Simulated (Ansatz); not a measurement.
# Calculations on ZrPH4OCl3

Part 1: Relaxation

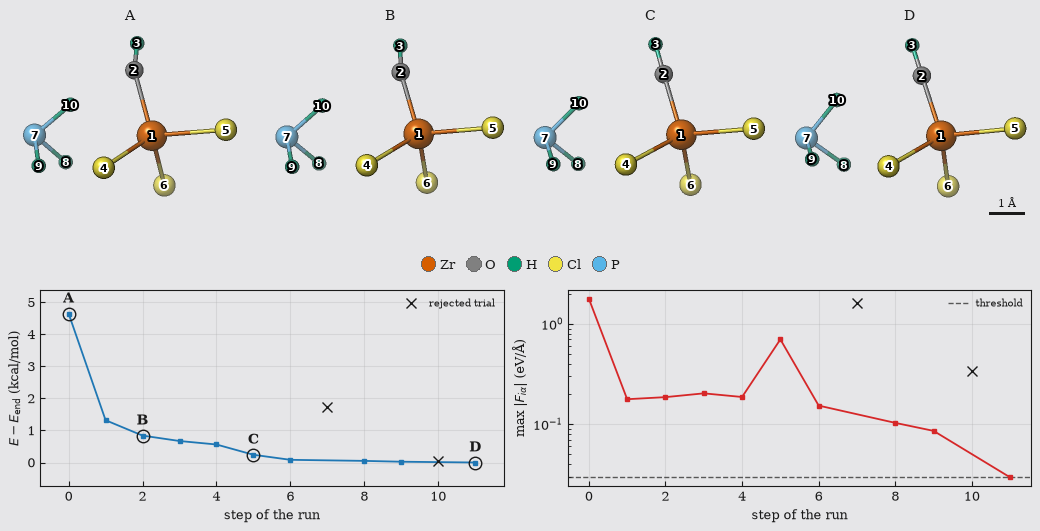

Frames of a relaxation of ZrPH$_{4}$OCl$_{3}$, marked on the history of the run. A ball-and-stick model, seen at a tilt.

The run prepares an end point of a later path (reaction) calculation, from a guessed geometry.

Computed with RKS BLYP-D4/def2-SVP in Ansatz 0.2.0. Set-up: no spin polarisation; force threshold 0.03 eV/Å; at most 50 steps.

What happens along the run?

H10 moves most after the best rigid fit: 0.52 Å. By element the largest moves are H 0.52 Å, P 0.31 Å, Cl 0.29 Å, Zr 0.28 Å, O 0.27 Å. Among the contacts that change: Zr1–H10 2.793 → 3.564 Å, Zr1–O2 2.010 → 1.907 Å, P7–H10 1.429 → 1.441 Å, Zr1–Cl5 2.356 → 2.364 Å. Bond angles that change, for instance: Zr1–O2–H3 150.9° → 177.9°, Cl5–Zr1–Cl6 103.7° → 108.6°, O2–Zr1–Cl6 114.4° → 110.3°. The energy falls by 4.65 kcal/mol in 9 accepted moves (11 points after the start). The largest force component goes from 1.8 to 0.029 eV/Å. The line search rejected the trial steps at points 7, 10 of the run. The run took 24 s on 4 threads of Intel(R) Xeon(R) CPU @ 2.80GHz (Skylake/Cascade Lake), with other jobs on the host, peak memory 0.24 GiB. From step 0 to 2: P and H atoms move most (0.26 Å), energy −3.81 kcal/mol. From step 2 to 5: H3 moves most (0.20 Å), energy −0.60 kcal/mol. From step 5 to 11: H8 moves most (0.19 Å), energy −0.24 kcal/mol.

| step | E − E(0), kcal/mol | largest force component, eV/Å | note |
| --- | --- | --- | --- |
| 0 | 0.00 | 1.7861 |  |
| 1 | -3.33 | 0.1773 |  |
| 2 | -3.81 | 0.1860 |  |
| 3 | -3.98 | 0.2029 |  |
| 4 | -4.08 | 0.1866 |  |
| 5 | -4.41 | 0.7010 |  |
| 6 | -4.56 | 0.1531 |  |
| 7 | -2.91 | 1.6068 | rejected |
| 8 | -4.60 | 0.1030 |  |
| 9 | -4.62 | 0.0857 |  |
| 10 | -4.61 | 0.3413 | rejected |
| 11 | -4.65 | 0.0294 |  |

Limits of the set-up: the start holds two separate molecules, 2.2 Å apart at their closest, whose relative position is a soft coordinate.

Part 2: Relaxation

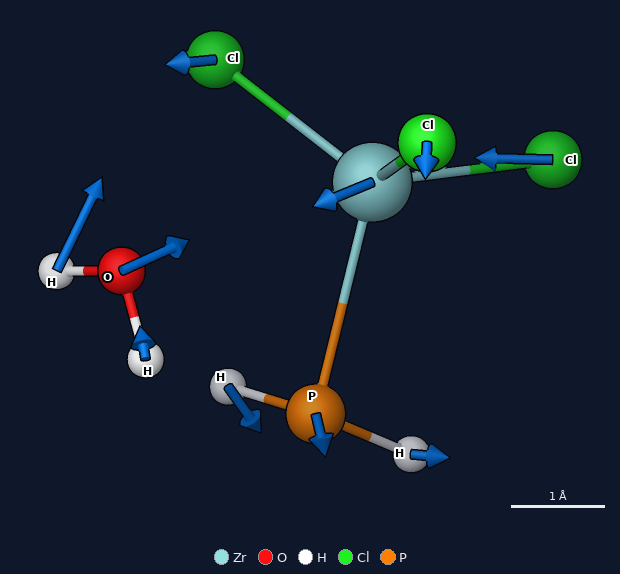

A relaxation of ZrPH$_{4}$OCl$_{3}$. The starting structure is drawn; blue arrows show the displacements, 2 times their true length. The two geometries are superimposed by the best rigid fit.

The picture is a ball-and-stick view, seen at a tilt.

The run prepares an end point of a later path (reaction) calculation, from a guessed geometry.

All numbers below come from RKS BLYP-D4/def2-SVP in Ansatz 0.2.0. Set-up: no spin polarisation; force threshold 0.03 eV/Å; at most 50 steps.

### What happened in the run?

The energy falls by 0.460 eV in 13 geometry steps. The largest force component goes from 0.6 to 0.016 eV/Å. The forces were under the threshold at step 9, but the run went on from there. The largest move after the best rigid fit is that of an H atom, 0.57 Å. Largest moves by element: H 0.57 Å, O 0.48 Å, Cl 0.43 Å, Zr 0.40 Å, P 0.25 Å. Some distances before and after: O–Zr 3.255 → 2.377 Å, H–Zr 3.644 → 2.933 Å, H–Zr 3.495 → 2.991 Å, P–Zr 2.583 → 2.650 Å. New bonds form, among them: O–Zr (3.26 → 2.38 Å). Bond angles that change, for instance: Cl–Zr–Cl 108.3° → 100.7°, Cl–Zr–P 110.1° → 117.4°, Cl–Zr–P 105.0° → 97.8°.

Limits of the set-up: the start holds two separate molecules, 2.6 Å apart at their closest, whose relative position is a soft coordinate.

Part 3: Path

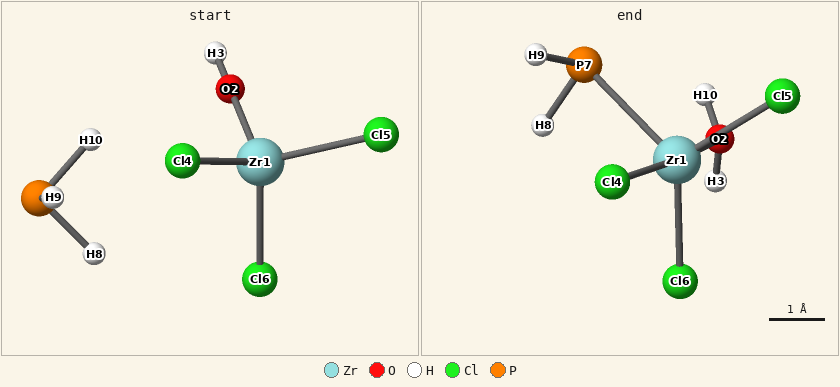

The two relaxed end points of a path for ZrPH4OCl3, made up at the start of ZrHOCl$_{3}$ and PH3. Style: ball-and-stick. Shown from a free direction.

The calculation used RKS BLYP-D4/def2-SVP in Ansatz 0.2.0.

Run with 5 movable images; climbing image; force threshold 0.05 eV/Å; iteration limit 60.

Start:
```xyz
10

Zr   -0.2403    0.2411   -0.1164
O    -0.3231    0.1784    1.7873
H    -0.3896    0.1213    2.7531
Cl    2.0089    0.4379   -0.8378
Cl   -1.4406    2.1433   -0.8432
Cl   -1.2496   -1.6913   -1.0457
P     1.8637   -3.1853    1.5321
H     0.7606   -3.4115    0.6334
H     2.5317   -2.3157    0.5979
H     1.1940   -2.0820    2.1738
```

End:
```xyz
10

Zr    0.3046   -0.3377   -0.1343
O    -0.6198   -0.5944    2.0400
H    -1.4280   -1.1463    2.0898
Cl    1.3163   -0.5192   -2.2596
Cl    0.6296    1.9443    0.4057
Cl   -1.8482   -1.3129   -0.5794
P     2.0508   -1.8002    1.2197
H     1.3082   -2.9870    0.8583
H     3.0430   -1.9807    0.1985
H    -0.0408   -0.8298    2.7959
```

What barrier does the band find between them, and by what path?

Answer. The highest point, image 3, lies 122.1 kJ/mol above the start and 41.2 kJ/mol above the end; the end is at +80.9 kJ/mol relative to the start. Breaking: P7–H10 (1.44 → 1.74 at the top → 2.79 Å). Forming: O2–H10 (2.75 → 1.21 at the top → 0.98 Å), Zr1–P7 (4.35 → 2.81 at the top → 2.65 Å). The band converged in 20 iterations. The largest component of the band force went from 11 to 0.03 eV/Å. The climbing image converged on the top of the path. Its vibrational analysis gives one imaginary mode (983i cm⁻¹), as a transition state must have.

Energies of the converged images:

| image | path (Å) | E (kJ/mol) |
| --- | --- | --- |
| 0 | 0.00 | 0.0 |
| 1 | 0.83 | 13.7 |
| 2 | 1.65 | 108.3 |
| 3 | 2.48 | 122.1 |
| 4 | 4.04 | 91.2 |
| 5 | 5.59 | 84.1 |
| 6 | 7.15 | 80.9 |

The geometry at the top of the path:

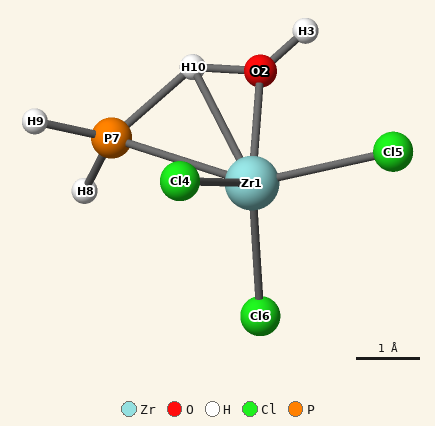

Limits of the set-up: the start holds two separate molecules, 2.7 Å apart at their closest, whose relative position is a soft coordinate.

The run took 2.9 min on 4 threads of Intel(R) Xeon(R) CPU @ 2.80GHz (Skylake/Cascade Lake) (shared host), peak memory 0.24 GiB.
